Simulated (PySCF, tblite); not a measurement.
# C₅H₅N: dynamics, then NMR shifts on frames, part 1 of 2

How do NMR shifts of C₅H₅N (`CC1=C[C@@H]1C#N`) change as the atoms move?

Programs: tblite 0.8.0 and PySCF 2.14.0, with density-fitted response routines of our own. Each step states its level of theory. These are calculated values for one molecule in the gas phase, unless marked as measured. Atoms count from 0, in the outputs and in this text.

## Step 1: Starting geometry

11 atoms, charge 0, multiplicity 1; geometry from: GFN2-xTB.

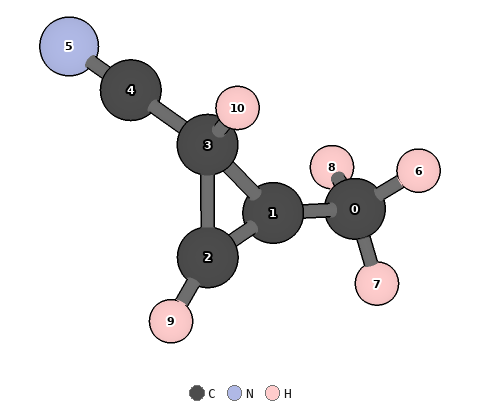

As it starts; carbon dark grey, nitrogen light blue, hydrogen pink, atoms numbered.

## Step 2: Thermal motion with GFN2-xTB

What the job is given:

```
{"job": {"kind": "md", "xc": "GFN2-xTB", "basis": "xTB", "temperature": 200, "steps": 2000, "every": 50, "frames": 5}, "charge": 0, "multiplicity": 1}
C      1.693239    -0.105002     0.013741
C      0.267852    -0.395045    -0.118407
C     -0.762595    -1.001498    -0.617195
C     -1.073889     0.017551     0.462422
C     -1.630353     1.272596     0.095948
N     -2.068310     2.288172    -0.205452
H      2.019965    -0.290367     1.037790
H      2.272254    -0.726372    -0.667135
H      1.878368     0.946071    -0.210453
H     -1.228730    -1.689247    -1.275979
H     -1.362377    -0.314189     1.458757
```

With the program's defaults for keys left out, this is: GFN2-xTB Langevin dynamics, gas phase.

Started as:

```bash
OMP_NUM_THREADS=1 python probes_run.py task.json out
```

The driver reads the jobs from task.json and runs them one after another.

What it wrote:

```text
t/fs     T/K      E/eV
    0.0   175.5   -436.61247
   25.0   113.0   -436.47142
   50.0   140.6   -436.43289
   75.0   124.2   -436.38165
  100.0   213.4   -436.42823
  125.0   182.6   -436.47519
  150.0   208.9   -436.39211
  175.0   177.0   -436.40535
  200.0   236.0   -436.44857
  225.0   198.4   -436.42871
  250.0   113.2   -436.32838
  275.0   166.6   -436.40986
  300.0   205.1   -436.45280
  325.0   209.8   -436.48575
  350.0   153.3   -436.39305
  375.0   210.3   -436.43244
  400.0   162.6   -436.33581
  425.0   221.9   -436.38898
  450.0   178.2   -436.31543
  475.0   222.9   -436.33603
  500.0   240.9   -436.40254
  525.0   280.3   -436.38759
  550.0   220.6   -436.36967
  575.0   158.3   -436.38523
  600.0   175.2   -436.44084
  625.0   169.9   -436.40117
  650.0   184.2   -436.38001
  675.0   252.3   -436.44972
  700.0   138.1   -436.40586
  725.0   160.3   -436.39732
  750.0   220.7   -436.43271
  775.0   204.1   -436.42402
  800.0   192.1   -436.43798
  825.0   185.1   -436.44076
  850.0   285.8   -436.43589
  875.0   234.6   -436.31538
  900.0   190.6   -436.35561
  925.0   198.1   -436.36408
  950.0   276.6   -436.29302
  975.0   199.2   -436.19425
 1000.0   251.7   -436.29926
```

Run time: 6.9 s. Hardware: 1 thread of Arm Neoverse V1, shared host; peak memory 0.17 GiB.

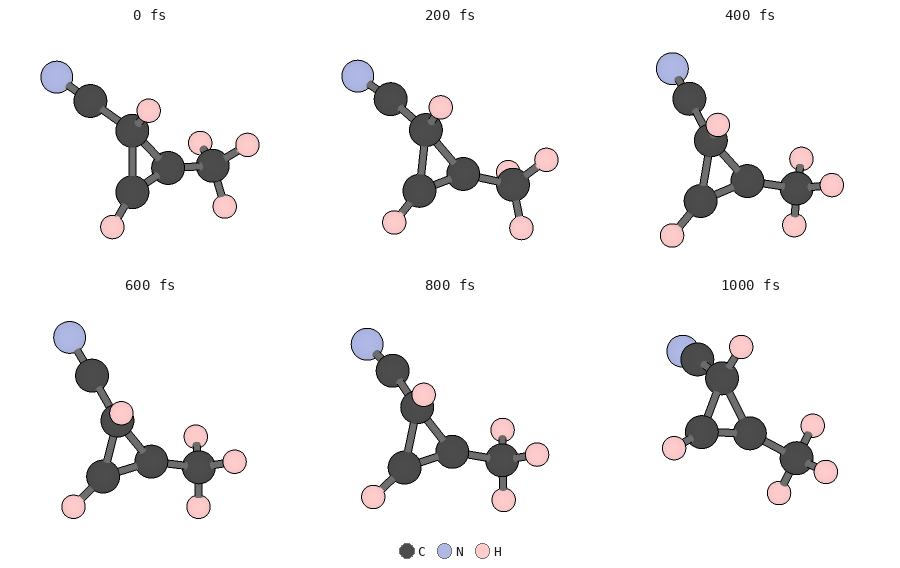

Frames of the run.

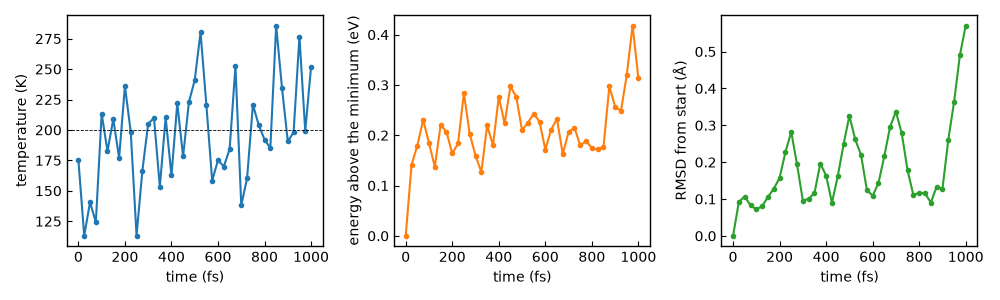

Temperature, potential energy and distance from the start.

Positions (Å) and forces (eV/Å) at 1000 fs:

```xyz
11

C     1.040   -1.726   -0.431   -0.435    1.681   -0.921
C    -0.351   -1.325   -0.296   -2.219    0.264   -0.333
C    -1.641   -1.298   -0.598    2.512    0.154    1.323
C    -1.157   -0.183    0.302    0.379    1.054   -0.681
C    -0.981    1.121   -0.325    0.542   -0.546   -0.021
N    -0.660    2.055   -0.917   -0.460   -0.435    0.465
H     1.604   -0.876   -0.003    0.288   -0.648   -0.519
H     1.263   -2.624    0.059    0.280   -1.162    0.722
H     1.162   -1.861   -1.517    0.603    0.126    0.366
H    -2.502   -1.774   -0.896   -1.070   -0.499   -0.552
H    -1.263   -0.154    1.377   -0.421    0.012    0.152
```

## Step 3: Shielding tensors: 250 fs, PBE0/pcSseg-1

What the job is given:

```
{"job": {"kind": "nmr", "xc": "PBE0", "basis": "pcSseg-1", "pop": false}, "charge": 0, "multiplicity": 1}
C      1.398100    -1.091100    -0.060000
C     -0.054500    -0.782000    -0.233000
C     -1.205600    -1.048100    -0.762100
C     -1.226800    -0.249300     0.535500
C     -1.619700     1.087200     0.277300
N     -2.028400     2.134300     0.011900
H      1.603300    -1.183800     1.031200
H      1.627000    -2.115300    -0.465300
H      2.101000    -0.311700    -0.443700
H     -1.825600    -1.436300    -1.472100
H     -1.622600    -0.727000     1.421700
```

With the program's defaults for keys left out, this is: GIAO PBE0/pcSseg-1 NMR shielding, non-relativistic, gas phase.

What it wrote:

```text
coarse grid: 9592 points
cycle   1  E = -247.7650890694  dE =  9.509e-01  |g| = 4.270e-01  |ddm| = 3.140e+00
cycle   2  E = -247.6424429048  dE =  1.226e-01  |g| = 8.720e-01  |ddm| = 1.160e+00
cycle   3  E = -247.8101260255  dE = -1.677e-01  |g| = 1.099e-01  |ddm| = 7.563e-01
cycle   4  E = -247.8129250414  dE = -2.799e-03  |g| = 2.845e-02  |ddm| = 1.223e-01
cycle   5  E = -247.8131074603  dE = -1.824e-04  |g| = 8.066e-03  |ddm| = 3.580e-02
cycle   6  E = -247.8131210908  dE = -1.363e-05  |g| = 3.510e-03  |ddm| = 1.082e-02
cycle   7  E = -247.8131238003  dE = -2.710e-06  |g| = 1.091e-03  |ddm| = 3.606e-03
final grid: 93896 points
cycle   8  E = -247.8490609957  dE = -1.978e-05  |g| = 6.043e-03  |ddm| = 2.796e-02
cycle   9  E = -247.8490559150  dE =  5.081e-06  |g| = 7.628e-03  |ddm| = 1.258e-02
cycle  10  E = -247.8490699555  dE = -1.404e-05  |g| = 1.807e-03  |ddm| = 7.157e-03
cycle  11  E = -247.8490707414  dE = -7.859e-07  |g| = 1.769e-04  |ddm| = 1.714e-03
cycle  12  E = -247.8490707463  dE = -4.920e-09  |g| = 1.175e-04  |ddm| = 2.889e-04
cycle  13  E = -247.8490707488  dE = -2.473e-09  |g| = 5.411e-05  |ddm| = 1.154e-04
cycle  14  E = -247.8490707494  dE = -6.369e-10  |g| = 8.504e-06  |ddm| = 4.330e-05
converged SCF energy = -247.8490707494

GIAO shielding tensors (ppm)
atom      isotropic    diamagn.    paramagn.     s11        s22        s33       span
  0 C      167.925     245.931     -78.006    152.143    165.202    186.428     34.285
  1 C       66.229     254.223    -187.994    -77.013    116.593    159.108    236.121
  2 C       73.625     254.362    -180.737    -64.752    110.492    175.134    239.886
  3 C      183.573     245.343     -61.770    146.605    153.394    250.721    104.116
  4 C       56.565     258.368    -201.803    -65.104    -56.379    291.178    356.282
  5 N      -16.635     339.725    -356.359   -192.195   -165.136    307.427    499.622
  6 H       28.827      28.083       0.744     24.425     27.487     34.568     10.144
  7 H       28.387      25.857       2.530     23.761     26.692     34.709     10.948
  8 H       28.373      27.458       0.915     24.626     25.795     34.696     10.069
  9 H       25.576      34.647      -9.071     21.231     25.954     29.544      8.313
 10 H       30.189      28.607       1.582     23.658     27.896     39.013     15.356
```

Run time: 8.2 s. Hardware: 1 thread of Arm Neoverse V1, shared host; peak memory 0.6 GiB.

The references, computed at this level on geometries of the same kind, shield at (ppm): ¹H TMS 31.72, ¹³C TMS 186.9, ¹⁵N NH3 267.7. Their shielding less the atom's gives the shift. The references are single molecules in the gas phase, so shifts against H2O, NH3, PH3, H3PO4 or CFCl3 are not on the usual liquid scales and can be off by tens of ppm. Each atom is listed at this fixed geometry, with no averaging over motion; a spectrum would average atoms that exchange fast.

```tsv
atoms	environment	σ (ppm)	δ (ppm)
C4	nitrile carbon	56.6	130.4
C1	fully substituted alkene carbon	66.2	120.7
C2	alkene CH	73.6	113.3
C0	allylic methyl carbon	167.9	19.0
C3	three-membered-ring carbon	183.6	3.4
H9	hydrogen on an alkene CH	25.58	6.14
H8	hydrogen on an allylic methyl carbon	28.37	3.34
H7	hydrogen on an allylic methyl carbon	28.39	3.33
H6	hydrogen on an allylic methyl carbon	28.83	2.89
H10	hydrogen on a three-membered-ring carbon	30.19	1.53
N5	nitrile nitrogen	-16.6	284.4
```

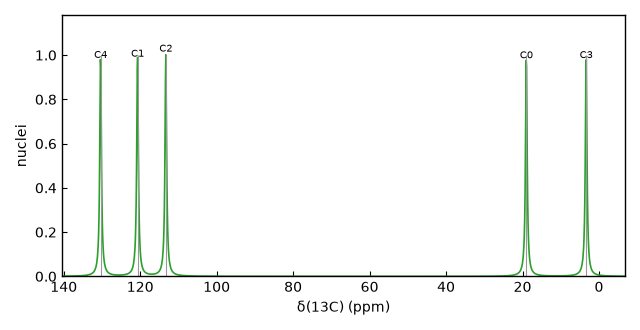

¹³C lines at the computed shifts, without couplings. Lines are broadened to a width of 0.51 ppm (Lorentzian).

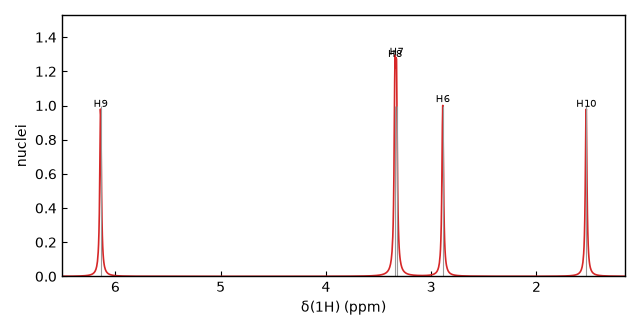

¹H lines at the computed shifts, without couplings. Lines are broadened to a width of 0.02 ppm (Lorentzian).

Ring of atoms C1, C2, C3: NICS(0) -34.0, NICS(1) -7.9, NICS(1)zz -16.9 ppm (means of both faces; NICS(1) differs between them: -9.0 and -6.8).

In rings of three or four atoms NICS is ruled by the nearby σ bonds, so it says little on aromaticity.

## Step 4: NMR shieldings: 425 fs, PBE0/pcSseg-1

What the job is given:

```
{"job": {"kind": "nmr", "xc": "PBE0", "basis": "pcSseg-1", "pop": false}, "charge": 0, "multiplicity": 1}
C      1.474200    -1.350000     0.049800
C      0.042200    -1.280000    -0.278600
C     -1.112400    -1.434900    -0.869700
C     -1.239300    -0.699100     0.414100
C     -1.419900     0.696100     0.374200
N     -1.460500     1.840000     0.467800
H      1.587400    -1.784200     1.000100
H      2.016300    -1.869000    -0.733900
H      1.980100    -0.379800     0.124300
H     -1.704200    -1.792800    -1.618400
H     -1.736400    -1.173600     1.239000
```

Method: GIAO PBE0/pcSseg-1 NMR shielding, non-relativistic, gas phase.

What it wrote:

```text
coarse grid: 9592 points
cycle   1  E = -247.7671490638  dE =  1.013e+00  |g| = 4.279e-01  |ddm| = 3.195e+00
cycle   2  E = -247.6565509196  dE =  1.106e-01  |g| = 8.404e-01  |ddm| = 1.138e+00
cycle   3  E = -247.8119322435  dE = -1.554e-01  |g| = 1.207e-01  |ddm| = 7.396e-01
cycle   4  E = -247.8152086442  dE = -3.276e-03  |g| = 3.247e-02  |ddm| = 1.237e-01
cycle   5  E = -247.8153767539  dE = -1.681e-04  |g| = 1.801e-02  |ddm| = 3.883e-02
cycle   6  E = -247.8154536610  dE = -7.691e-05  |g| = 3.463e-03  |ddm| = 1.688e-02
cycle   7  E = -247.8154564604  dE = -2.799e-06  |g| = 7.868e-04  |ddm| = 3.313e-03
final grid: 93896 points
cycle   8  E = -247.8507326509  dE = -2.494e-05  |g| = 6.022e-03  |ddm| = 3.351e-02
cycle   9  E = -247.8507318513  dE =  7.996e-07  |g| = 6.364e-03  |ddm| = 1.150e-02
cycle  10  E = -247.8507415171  dE = -9.666e-06  |g| = 1.462e-03  |ddm| = 5.859e-03
cycle  11  E = -247.8507420336  dE = -5.165e-07  |g| = 1.999e-04  |ddm| = 1.349e-03
cycle  12  E = -247.8507420406  dE = -7.058e-09  |g| = 1.095e-04  |ddm| = 2.689e-04
cycle  13  E = -247.8507420427  dE = -2.006e-09  |g| = 5.467e-05  |ddm| = 1.124e-04
cycle  14  E = -247.8507420433  dE = -6.459e-10  |g| = 6.828e-06  |ddm| = 3.779e-05
converged SCF energy = -247.8507420433

GIAO shielding tensors (ppm)
atom      isotropic    diamagn.    paramagn.     s11        s22        s33       span
  0 C      176.207     246.830     -70.623    157.155    176.417    195.049     37.895
  1 C       61.641     259.940    -198.299    -72.123     93.867    163.177    235.300
  2 C       86.039     252.803    -166.764    -36.771    125.257    169.632    206.403
  3 C      186.904     246.707     -59.803    147.623    154.664    258.424    110.801
  4 C       58.442     260.501    -202.059    -59.521    -55.552    290.400    349.921
  5 N      -19.144     341.207    -360.351   -190.728   -182.323    315.619    506.347
  6 H       30.248      28.404       1.844     25.735     27.916     37.093     11.358
  7 H       29.185      26.186       2.999     24.238     27.447     35.869     11.631
  8 H       28.936      30.165      -1.230     24.848     26.829     35.130     10.282
  9 H       26.347      34.781      -8.434     23.473     25.309     30.259      6.786
 10 H       30.589      29.786       0.803     23.733     28.429     39.605     15.872
```

Run time: 7.9 s. Hardware: 1 thread of Arm Neoverse V1, shared host; peak memory 0.62 GiB.

In short: δ C4 128.5, C1 125.3, C2 100.9, C0 10.7, H9 5.37, H8 2.78 ppm.

(Continued in part 2 of 2.)
